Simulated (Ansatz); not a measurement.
# SiBH4 radical (SMILES [BH][SiH3]): one structure at several levels

How do the functionals fare away from a minimum? The structure is a structure displaced at random from a GFN2-xTB minimum.

Program: Ansatz 0.2.0, Gaussian basis. Level of theory: single points in def2-TZVPP. These are calculated values, not measurements.

Cores are frozen in the correlated methods. Orbitals are unrestricted.

## (1) The system as given

SMILES `[BH][SiH3]`, 6 atoms, charge 0, spin multiplicity 2.

Atoms are counted from 1 here; the program's logs count them from 0.

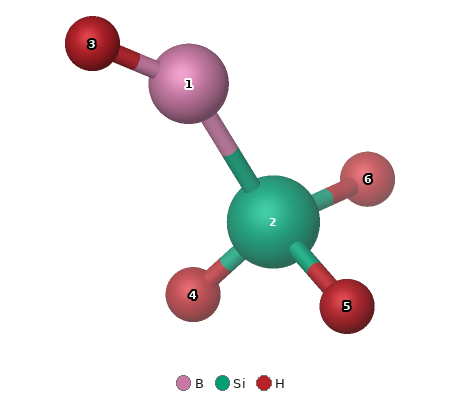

Start geometry, drawn with boron pink, silicon teal, hydrogen red; atoms are numbered from 1 in the order of the file.

Geometry (Å):

```xyz
6

B     0.9233   -0.9382    0.7029
Si   -0.3314    0.3258   -0.1585
H     1.3316   -2.1083    0.8033
H    -1.3631   -0.3222   -0.6306
H     0.2966    1.0712   -1.4103
H    -0.9081    1.4575    0.8522
```

## (2) CCSD(T)/def2-TZVPP

run/in.yaml reads:

```yaml
crystal:
  periodic: [false, false, false]
  atoms:
    - {symbol: B, position_ang: [0.923300, -0.938200, 0.702900]}
    - {symbol: Si, position_ang: [-0.331400, 0.325800, -0.158500]}
    - {symbol: H, position_ang: [1.331600, -2.108300, 0.803300]}
    - {symbol: H, position_ang: [-1.363100, -0.322200, -0.630600]}
    - {symbol: H, position_ang: [0.296600, 1.071200, -1.410300]}
    - {symbol: H, position_ang: [-0.908100, 1.457500, 0.852200]}
basis:
  gaussian: {orbitals: def2-TZVPP}
magnetization: {spin_polarized: true, initial_magnetization: 1}
correlation: {method: ccsd_t}
scf: {omitted_lower_state_checks: [cluster_reference]}
output: {forces: true}
```

The command line of these runs was not kept.

## (3) PBE0-D4/def2-TZVPP

Edit run/in.yaml of step 2 so:

```diff
@@ -12,4 +12,3 @@
 magnetization: {spin_polarized: true, initial_magnetization: 1}
-correlation: {method: ccsd_t}
-scf: {omitted_lower_state_checks: [cluster_reference]}
-output: {forces: true}
+hamiltonian: {xc: pbe0, dispersion: d4}
+output: {forces: true, orbitals: {seedname: orbitals}}
```

## (4) wB97M-V/def2-TZVPP

Edit run/in.yaml of step 3 so:

```diff
@@ -12,3 +12,3 @@
 magnetization: {spin_polarized: true, initial_magnetization: 1}
-hamiltonian: {xc: pbe0, dispersion: d4}
-output: {forces: true, orbitals: {seedname: orbitals}}
+hamiltonian: {xc: {name: wB97M-V}}
+output: {forces: true}
```

## (5) r2SCAN-D4/def2-TZVPP

Edit run/in.yaml of step 4 so:

```diff
@@ -12,3 +12,3 @@
 magnetization: {spin_polarized: true, initial_magnetization: 1}
-hamiltonian: {xc: {name: wB97M-V}}
+hamiltonian: {xc: r2scan, dispersion: d4}
 output: {forces: true}
```

## (6) PBE-D4/def2-TZVPP

Edit run/in.yaml of step 5 so:

```diff
@@ -12,3 +12,3 @@
 magnetization: {spin_polarized: true, initial_magnetization: 1}
-hamiltonian: {xc: r2scan, dispersion: d4}
+hamiltonian: {xc: pbe, dispersion: d4}
 output: {forces: true}
```

## (7) BHLYP-D4/def2-TZVPP

Edit run/in.yaml of step 6 so:

```diff
@@ -12,3 +12,3 @@
 magnetization: {spin_polarized: true, initial_magnetization: 1}
-hamiltonian: {xc: pbe, dispersion: d4}
+hamiltonian: {xc: {name: BHLYP}, dispersion: d4}
 output: {forces: true}
```

## (8) B97M-V/def2-TZVPP

Edit run/in.yaml of step 7 so:

```diff
@@ -12,3 +12,3 @@
 magnetization: {spin_polarized: true, initial_magnetization: 1}
-hamiltonian: {xc: {name: BHLYP}, dispersion: d4}
+hamiltonian: {xc: {name: B97M-V}}
 output: {forces: true}
```

(Steps that only read results are left out.)

Before running it: what results should come out? Wanted: energy less free atoms, CCSD(T)/def2-TZVPP; RMS force component; RMS force error; HOMO and LUMO, PBE0-D4; T1 diagnostic.

**Answer**, as computed:

| quantity | value |
| --- | --- |
| energy less free atoms, CCSD(T)/def2-TZVPP | -1492.4 kJ/mol |
| RMS force component | 1.743 to 1.822 eV/Å over the methods |
| RMS force error | PBE0-D4 0.095, wB97M-V 0.077, r2SCAN-D4 0.109, PBE-D4 0.195, BHLYP-D4 0.098, B97M-V 0.171 eV/Å |
| HOMO and LUMO, PBE0-D4 | -5.77 and -2.89 eV |
| T1 diagnostic | 0.016 |

In words: Against CCSD(T) the functionals' energies less atoms differ by -65.6 to -37.6 kJ/mol, PBE-D4 by -39.0 kJ/mol. A larger basis would deepen the CCSD(T) value, while the functionals are nearly converged already, so the order here is not reliable. On forces the order runs from wB97M-V to PBE-D4. Frozen-core CCSD(T) forces in triple zeta carry basis errors of their own, and this is one geometry, so small gaps rank nothing.
